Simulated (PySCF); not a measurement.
# Run report: CH$_{3}$NOSZn (charge +1), single-point calculation

CH$_{3}$NOSZn, charge +1, multiplicity 2, computed with RPA (TPSSh)/ANO-RCC-VDZP, UKS, sfX2C (PySCF 2.14.0).

The geometry is that of the parent species in another charge or spin state. The geometry comes from this level: GFN2-xTB.

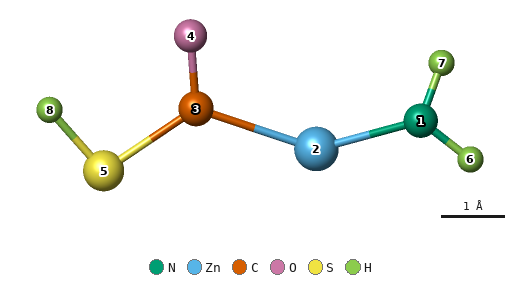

Figure 1. The input geometry (ball-and-stick view, seen on its broad side; atoms are numbered from 1 in the order of the input). Sticks mark near contacts. Bond lengths as drawn: C–O 1.20 Å, C–S 1.78 Å, C–Zn 2.04 Å, H–N 1.01 Å, H–S 1.34 Å and N–Zn 1.86 Å.

**Input file (job.py)**
```python
from pyscf import gto, dft
from pyscf.gw.urpa import URPA

mol = gto.M(
    atom='''
N     -1.034490     1.069350     1.847590
Zn    -0.554660     0.768190     0.079940
C      0.557370    -0.603400    -0.942360
O      0.576810    -1.687990    -0.427770
S      1.491940    -0.314970    -2.432860
H     -1.414320     1.956910     2.147120
H     -1.628120     0.358290     2.257280
H      2.005480    -1.546370    -2.528940
''',
    spin=1,
    max_memory=1860,
    verbose=3,
    charge=1,
    basis='ano-rcc-vdzp',
)

myscf = dft.UKS(mol, xc='tpssh')
myscf = myscf.sfx2c1e()
myscf.grids.level = 4
myscf.conv_tol = 1e-10
myscf.kernel()
if not myscf.converged:
    myscf = myscf.newton().run(myscf.mo_coeff, myscf.mo_occ)

rpa = URPA(myscf, frozen=13)
rpa.kernel()
e_exx = myscf.to_hf().energy_tot(myscf.make_rdm1())
energy = e_exx + rpa.e_corr
print('Final energy', energy)
```

Command:
```bash
OMP_NUM_THREADS=1 python job.py
```

**Output**
```
WARN: HOMO -0.262341981769568 >= LUMO -0.262341981769567

converged SCF energy = -2364.9429052547  <S^2> = 0.7794477  2S+1 = 2.029234

WARN: Even tempered Gaussians are generated as DF auxbasis for  S Zn C O N H

WARN: Destination object of to_hf/to_ks method is not an X2C object. Convert dst to X2C object.

E(URPA) = -2363.1985489168  E_corr = -1.60004375462662  E_hf = -2361.59850516217

WARN: Destination object of to_hf/to_ks method is not an X2C object. Convert dst to X2C object.

Final energy -2363.1985688764908
```

**Summary**

- outcome: converged
- total energy: −2363.198569 hartree
- SCF energy: −2364.942905 hartree
- correlation energy: −1.600044 hartree
- basis functions: 109
- ⟨S²⟩: 0.779
- hardware: 1 thread of Arm Neoverse V1, 24 GiB of memory available, shared host
- wall time: 5.3 min
- peak memory: 0.64 GiB

**Remarks**

The record of the run, not the program, notes: dipole of an ion depends on the origin.
